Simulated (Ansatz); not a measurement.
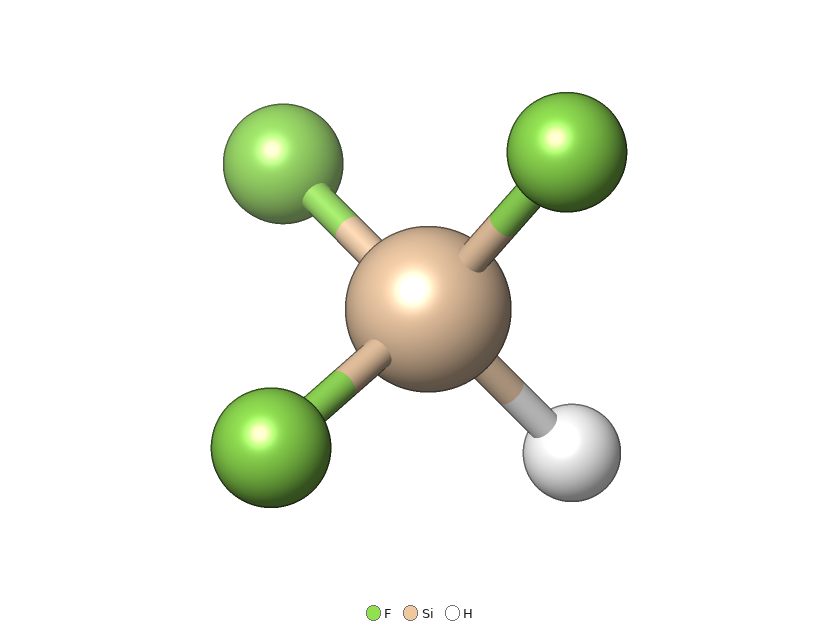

Rendered structure (ball-and-stick style). Every bond is drawn as one stick, whatever its order.

Description:

The molecule is F₃HSi. The point group is C3v. Coordination: 1 Si tetrahedral.

The parts below concern this one geometry. Atoms keep their numbers from picture to picture. The computed structure is the end point of a PBE0-D4/def2-TZVP optimisation. No frequency run is at hand to confirm it as a minimum.

**Charges**

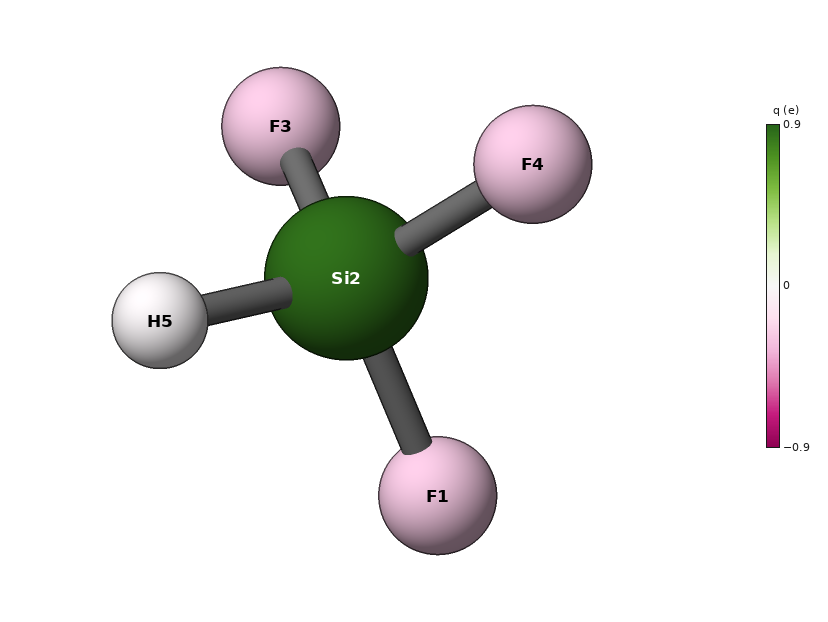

Atoms are coloured by their Mulliken charges. No frequency run is at hand to confirm it as a minimum. Properties computed with RKS PBE0-D4/def2-TZVP (Ansatz 0.2.0).

Give the Mulliken charges atom by atom.

| atom | value (e) |
| --- | --- |
| F1 | −0.28 |
| Si2 | 0.86 |
| F3 | −0.28 |
| F4 | −0.28 |
| H5 | −0.02 |

**Dipole moment**

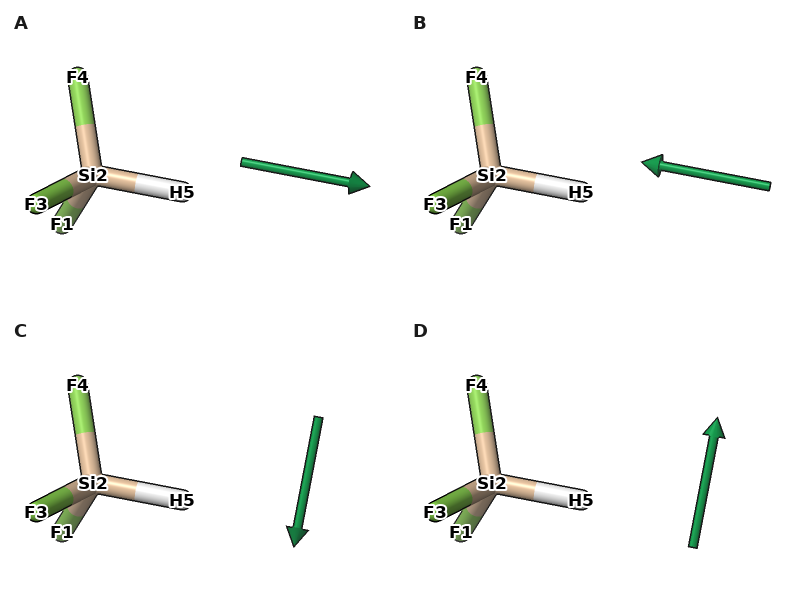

The same molecule four times, each with an arrow. No frequency run is at hand to confirm it as a minimum. Properties computed with RKS PBE0-D4/def2-TZVP (Ansatz 0.2.0).

Which arrow points along the dipole moment, from the negative to the positive end?

A. The dipole moment is 1.32 D; it points from the side of F1, F3, F4 to the side of H5 (the outermost atoms at the two ends).

**Electronic properties**

No frequency run is at hand to confirm it as a minimum. Level of theory: RKS PBE0-D4/def2-TZVPP (Ansatz 0.2.0).

What is the LUMO energy (Kohn–Sham orbital)?

1.03 eV.

Estimate the HOMO energy (Kohn–Sham orbital).

−11.22 eV.

Mulliken values depend strongly on the basis set and can even reverse the polarity of a bond.
